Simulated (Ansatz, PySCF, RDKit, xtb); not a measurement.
# Isomers of ZrHSeCl3, a sample narrowed down, part 2 of 2

Which of a sample of isomers of ZrHSeCl3 is the most stable in the gas at 298.15 K, and what are its properties? The sample is small against all isomers, and the most stable one of this formula need not be in it. One structure proposed beforehand is put among the starts (marked given), to see whether the search confirms or beats it.

xtb, Ansatz and PySCF; isolated molecules.

## Step 12: Density, orbitals and dipole (PBE0/def2-TZVPD)

The input, input.yaml:

```yaml
basis:
  gaussian: {orbitals: def2-TZVPD}
crystal:
  periodic: [false, false, false]
  atoms:
    - symbol: Cl
      position_ang: [-1.445268, 1.333967, -1.423658]
    - symbol: Cl
      position_ang: [-0.439864, -2.397302, -1.199629]
    - symbol: Cl
      position_ang: [2.195419, 0.425958, -0.946157]
    - symbol: Se
      position_ang: [-0.336074, -0.282618, 2.023787]
    - symbol: Zr
      position_ang: [0.007484, -0.232103, -0.496899]
    - symbol: H
      position_ang: [0.018304, 1.152107, 2.042545]
hamiltonian: {xc: {name: PBE0}}
output: {forces: true, orbitals: {seedname: orbitals}}
```

The run is started by

```
$ ansatz run input.yaml --threads 2 --pin off --max-ram 5220MiB --events-out events.jsonl --progress --plain --runs-dir runs
```

Standard output, shortened:

```text
Warning: RAYON_NUM_THREADS=2 ignored (pool sized by the plan → 2); use --threads N
Functional definition: PBE0
  name "PBE0"
[...]
1827 factors; their error is unknown
[...]
mean field -104203.24778054 eV, -3829.3987244365 hartree, gradient 1.9e-5 eV, S^2 0.000000; 0 other end points of the search recorded, 0 dependent functions left out
[...]
reference -104203.24784122 eV, -3829.3987266666 hartree; 49, 49 occupied and 195, 195 virtual orbitals, 1827 factors
Total energy: -104203.24784122 eV, -3829.3987266666 hartree
Atom 0 at    -1.445268     1.333967    -1.423658 Å, force     0.041826    -0.054581     0.014560 eV/Å
Atom 1 at    -0.439864    -2.397302    -1.199629 Å, force     0.013546     0.057164     0.003719 eV/Å
Atom 2 at     2.195419     0.425958    -0.946157 Å, force    -0.064465    -0.027872     0.000916 eV/Å
Atom 3 at    -0.336074    -0.282618     2.023787 Å, force     0.001409     0.042428     0.070882 eV/Å
Atom 4 at     0.007484    -0.232103    -0.496899 Å, force     0.019297     0.034282    -0.081067 eV/Å
Atom 5 at     0.018304     1.152107     2.042545 Å, force    -0.011613    -0.051421    -0.009010 eV/Å
Dipole moment:     0.000614     0.056426     0.101418 e Å
```

It took 9.9 s on 2 threads of Intel Xeon 6975P-C (Granite Rapids), shared host; peak memory 1.1 GiB.

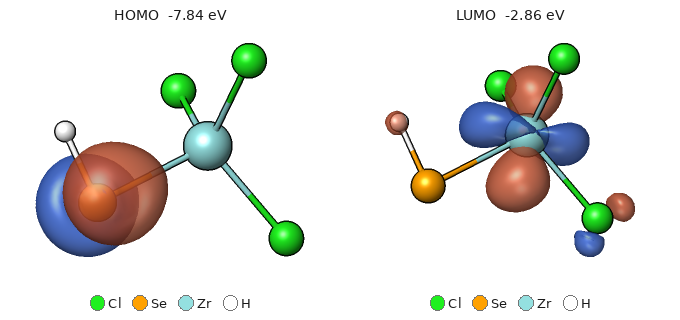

Frontier orbitals of this run, surfaces at ±0.2 Å^-3/2.

## Step 13: Electronic excitations (TD-PBE0/def2-SVPD)

An in-house driver calls PySCF's response routines at TD-PBE0/def2-SVPD; it has no typed input.

Standard output:

```text
coarse grid: 36960 points
cycle   1  E = -3827.3297333660  dE = -5.533e+00  |g| = 2.207e+00  |ddm| = 4.937e+00
cycle   2  E = -3826.3850352294  dE =  9.447e-01  |g| = 2.598e+00  |ddm| = 5.108e+00
cycle   3  E = -3828.6118315462  dE = -2.227e+00  |g| = 2.982e-01  |ddm| = 3.288e+00
cycle   4  E = -3828.6327239407  dE = -2.089e-02  |g| = 1.551e-01  |ddm| = 8.036e-01
cycle   5  E = -3828.6402250469  dE = -7.501e-03  |g| = 7.346e-02  |ddm| = 3.266e-01
cycle   6  E = -3828.6415152188  dE = -1.290e-03  |g| = 1.028e-02  |ddm| = 9.732e-02
cycle   7  E = -3828.6415464324  dE = -3.121e-05  |g| = 2.939e-03  |ddm| = 1.370e-02
cycle   8  E = -3828.6415489663  dE = -2.534e-06  |g| = 1.051e-03  |ddm| = 5.582e-03
final grid: 68088 points
cycle   9  E = -3828.6415663903  dE =  1.293e-07  |g| = 1.318e-03  |ddm| = 3.605e-03
cycle  10  E = -3828.6415658848  dE =  5.054e-07  |g| = 1.836e-03  |ddm| = 4.128e-03
cycle  11  E = -3828.6415669148  dE = -1.030e-06  |g| = 2.950e-04  |ddm| = 2.442e-03
cycle  12  E = -3828.6415669411  dE = -2.628e-08  |g| = 5.364e-05  |ddm| = 3.686e-04
cycle  13  E = -3828.6415669418  dE = -7.185e-10  |g| = 7.499e-06  |ddm| = 6.924e-05
converged SCF energy = -3828.6415669418

Static polarisability (au): isotropic 113.501, principal 106.821 108.894 124.790

Singlet excitations
state   eV       nm        f      main configurations
  1   3.5299    351.2   0.00154   H->L 0.99
  2   4.1248    300.6   0.03682   H->L+1 0.90
  3   4.5649    271.6   0.00278   H->L+2 0.98
  4   4.6237    268.1   0.00399   H-1->L 0.95
  5   4.6254    268.1   0.00224   H->L+3 0.98
  6   4.8577    255.2   0.00086   H-1->L+1 0.97
  7   4.9263    251.7   0.02610   H->L+4 0.86
  8   5.4167    228.9   0.00673   H-2->L 0.86, H-4->L 0.09

Triplet excitations (Tamm-Dancoff, eV): 3.3983 3.4877 4.2145
```

It took 11 s on 2 threads of Intel Xeon 6975P-C (Granite Rapids), shared host; peak memory 0.72 GiB.

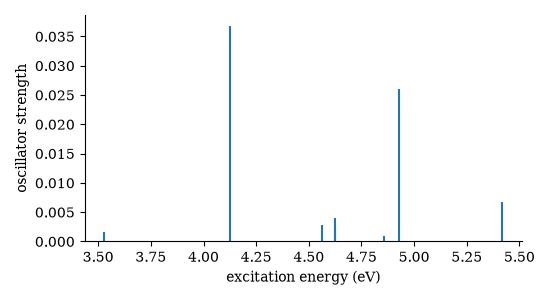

Vertical excitations as sticks.

The roots found:

| excited state | energy (eV) | strength |
| --- | --- | --- |
| 1 | 3.530 | 0.0015 |
| 2 | 4.125 | 0.0368 |
| 3 | 4.565 | 0.0028 |
| 4 | 4.624 | 0.0040 |
| 5 | 4.625 | 0.0022 |
| 6 | 4.858 | 0.0009 |
| 7 | 4.926 | 0.0261 |
| 8 | 5.417 | 0.0067 |

## Step 14: The cation at the same geometry (PBE0/def2-TZVPD)

Changes to input.yaml since step 12:

```diff
@@ -1,3 +1 @@
-basis:
-  gaussian: {orbitals: def2-TZVPD}
 crystal:
@@ -17,3 +15,10 @@
       position_ang: [0.018304, 1.152107, 2.042545]
-hamiltonian: {xc: {name: PBE0}}
-output: {forces: true, orbitals: {seedname: orbitals}}
+basis:
+  gaussian:
+    orbitals: def2-TZVPD
+total_charge: 1
+magnetization:
+  spin_polarized: true
+  initial_magnetization: 1
+hamiltonian:
+  xc: {name: PBE0}
```

The run is started by

```
$ ansatz run input.yaml --threads 2 --pin off --max-ram 5220MiB --events-out events.jsonl --progress --plain --runs-dir runs
```

Standard output:

```text
Warning: RAYON_NUM_THREADS=2 ignored (pool sized by the plan → 2); use --threads N
Functional definition: PBE0
  name "PBE0"
  parameter a = 0.25
  parameter kappa = 0.804
  parameter beta = 0.06672455060314922
  exchange = (1 - a)*pbe_x(kappa = kappa, mu = beta*pi^2/3) + a*exact_x
  correlation = pbe_c(beta = beta)
1827 factors; their error is unknown
mean field evaluation 1: about -104189.4958 eV, gradient 2.6e1 eV
mean field evaluation 2: about -104177.6178 eV, gradient 5.0e1 eV
mean field evaluation 4: about -104193.0064 eV, gradient 4.2e0 eV
mean field evaluation 8: about -104193.1457 eV, gradient 2.4e-1 eV
mean field evaluation 16: about -104193.5351 eV, gradient 1.2e-3 eV
mean field -104193.53507596 eV, -3829.0417891270 hartree, gradient 2.5e-5 eV, S^2 0.755849; 2 other end points of the search recorded, 0 dependent functions left out
reference -104193.53513484 eV, -3829.0417912905 hartree; 49, 48 occupied and 195, 196 virtual orbitals, 1827 factors
Total energy: -104193.53513484 eV, -3829.0417912905 hartree
```

Run time: 17 s. Hardware: 2 threads of Intel Xeon 6975P-C (Granite Rapids), shared host; peak memory 1.4 GiB.

Difference from the parent: 9.71 eV.

## Step 15: The anion at the same geometry (PBE0/def2-TZVPD)

The input, input.yaml:

```yaml
crystal:
  periodic: [false, false, false]
  atoms:
    - {symbol: Cl, position_ang: [-1.445268, 1.333967, -1.423658]}
    - {symbol: Cl, position_ang: [-0.439864, -2.397302, -1.199629]}
    - {symbol: Cl, position_ang: [2.195419, 0.425958, -0.946157]}
    - {symbol: Se, position_ang: [-0.336074, -0.282618, 2.023787]}
    - {symbol: Zr, position_ang: [0.007484, -0.232103, -0.496899]}
    - {symbol: H, position_ang: [0.018304, 1.152107, 2.042545]}
basis:
  gaussian: {orbitals: def2-TZVPD}
total_charge: -1
magnetization: {spin_polarized: true, initial_magnetization: 1}
hamiltonian: {xc: {name: PBE0}}
scf: {lower_state_search: off}
```

The run is started by

```
$ ansatz run input.yaml --threads 2 --pin off --max-ram 5220MiB --events-out events.jsonl --progress --plain --runs-dir runs
```

Standard output, shortened:

```text
Warning: RAYON_NUM_THREADS=2 ignored (pool sized by the plan → 2); use --threads N
Functional definition: PBE0
  name "PBE0"
[...]
1827 factors; their error is unknown
[...]
mean field -104204.56624923 eV, -3829.4471772674 hartree, gradient 5.0e-6 eV, S^2 0.753411; 0 other end points of the search recorded, 0 dependent functions left out
reference -104204.56630501 eV, -3829.4471793173 hartree; 50, 49 occupied and 194, 195 virtual orbitals, 1827 factors
Total energy: -104204.56630501 eV, -3829.4471793173 hartree
Checks for a lower state left out: stability, starts, cluster_reference, orbital_swaps, neighbouring_geometries, increment
```

Wall time 13 s (2 threads of Intel Xeon 6975P-C (Granite Rapids), shared host); peak memory 1.2 GiB.

Parent less the species with the added electron: 1.32 eV.

## Step 16: The triplet at the same geometry (PBE0/def2-TZVPD)

Changes to input.yaml since step 15:

```diff
@@ -11,5 +11,3 @@
   gaussian: {orbitals: def2-TZVPD}
-total_charge: -1
-magnetization: {spin_polarized: true, initial_magnetization: 1}
-hamiltonian: {xc: {name: PBE0}}
-scf: {lower_state_search: off}
+magnetization: {spin_polarized: true, initial_magnetization: 2}
+hamiltonian: {xc: pbe0}
```

The run is started by

```
$ ansatz run input.yaml --threads 2 --pin off --max-ram 5220MiB --events-out events.jsonl --progress --plain --runs-dir runs
```

Standard output:

```text
Warning: RAYON_NUM_THREADS=2 ignored (pool sized by the plan → 2); use --threads N
Functional definition: PBE0
  name "PBE0"
  parameter a = 0.25
  parameter kappa = 0.804
  parameter beta = 0.06672455060314922
  exchange = (1 - a)*pbe_x(kappa = kappa, mu = beta*pi^2/3) + a*exact_x
  correlation = pbe_c(beta = beta)
1827 factors; their error is unknown
mean field evaluation 1: about -104197.1111 eV, gradient 2.0e1 eV
mean field evaluation 2: about -104186.1988 eV, gradient 4.1e1 eV
mean field evaluation 4: about -104199.1533 eV, gradient 3.6e0 eV
mean field evaluation 8: about -104199.2750 eV, gradient 1.9e-1 eV
mean field evaluation 16: about -104199.6648 eV, gradient 6.1e-3 eV
mean field evaluation 32: about -104199.6648 eV, gradient 2.4e-5 eV
mean field -104199.66484774 eV, -3829.2670540849 hartree, gradient 5.6e-6 eV, S^2 2.005649; 6 other end points of the search recorded, 0 dependent functions left out
reference -104199.66491275 eV, -3829.2670564740 hartree; 50, 48 occupied and 194, 196 virtual orbitals, 1827 factors
Total energy: -104199.66491275 eV, -3829.2670564740 hartree
```

Run time: 51 s. Hardware: 2 threads of Intel Xeon 6975P-C (Granite Rapids), shared host; peak memory 2.1 GiB.

It lies 3.58 eV above the singlet.

## Step 17: Summary of results

What follows sums up all 2 parts.

```
                                           quantity                                                                  value
                             lowest structure found                                     [Cl][Zr]([Cl])([Cl])[SeH], singlet
                                             funnel  9 starts, 6 minima at GFN2-xTB, 6 screening runs, 3 relaxed, 1 ranked
                               CPU time of all runs                                                                 12 min
                    dipole moment (PBE0/def2-TZVPD)                                                                 0.56 D
                      HOMO energy (PBE0/def2-TZVPD)                                                               -7.84 eV
                      LUMO energy (PBE0/def2-TZVPD)                                                               -2.86 eV
                    HOMO–LUMO gap (PBE0/def2-TZVPD)                                                                4.98 eV
              lowest excitation (TD-PBE0/def2-SVPD)                                                    3.53 eV (f = 0.002)
       strongest of the states computed, same level                                                    4.12 eV (f = 0.037)
lowest triplet excitation, same level, Tamm-Dancoff                                                                3.40 eV
                         vertical ionisation energy                                                                9.71 eV
                         vertical electron affinity                                                                1.32 eV
                      vertical triplet less singlet                                                               +3.58 eV
```

The search ends on `[Cl][Zr]([Cl])([Cl])[SeH]`. Only this structure reached the final ranking, so no rival was compared at the last level. HF/STO-3G, r2SCAN-D4/def2-SVP, PBE0-D4/def2-SVP, HF/def2-SVP and MP2/def2-SVP already put its bonding pattern lowest among the structures in one piece; GFN2-xTB favours the singlet [Cl][ZrH]1([Cl])[Cl][Se]1 ‡ (c895, not a finalist). The largest share of the time went into the relaxations (41 %). It still has an imaginary mode, so it is no strict minimum; a nearby shape lies a little lower. Spin-orbit coupling, which matters for elements this heavy, is left out. The structure proposed beforehand is the winner. The search is not exhaustive (a finite list of starts, one conformer a finalist), so a lower isomer can't be ruled out. Only 1 drawn pattern was tried, so whole families of isomers are missing, and the result ranks this sample alone.

‡ marks the bonded skeleton alone, with all bonds drawn single: no Lewis structure was assigned that passes a check against the bond lengths.
